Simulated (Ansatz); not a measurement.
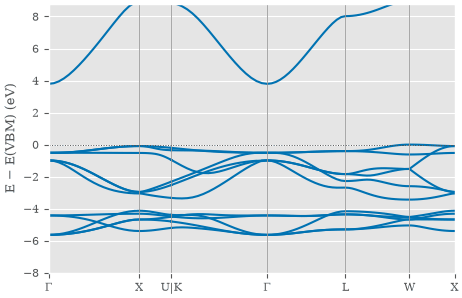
Fig. 1. Band structure from plane-wave PAW r²SCAN (Ansatz code)

Q: Read off the gap and where the band edges lie.

A: About 3.8 eV (3.79 eV by a search for the band edges); maximum at W, minimum at Γ.

The material is CdF2 (fluorite, Fm-3m).

The r²SCAN relaxation kept the symmetry of its start; phonons on a q-mesh show no instability. Spin–orbit coupling is left out wherever it is not named.

Potentials: the later of the program's two PAW sets.
